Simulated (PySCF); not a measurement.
HN₂ (cation, charge +1), SMILES N#[NH+] at its B3LYP/def2-SVP optimised geometry (Å):

```
3

N      1.0711     0.0000     0.0000
N     -0.0247     0.0000     0.0000
H     -1.0711     0.0000     0.0000
```

Level of theory: B3LYP/def2-TZVP run with PySCF 2.14.0. Cells within 0.4 Å of a nucleus heavier than hydrogen are left out (blank, or x).

Map of the HOMO amplitude (bohr^(-3/2)), clipped to [-0.25, 0.25] on the plane z = 0.0 Å; orbital energy -22.02 eV, overall sign arbitrary:

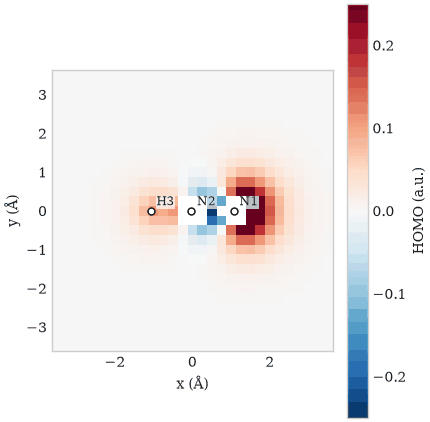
*HOMO amplitude (bohr^(-3/2)), clipped to [-0.25, 0.25] on the plane z = 0.0 Å.*
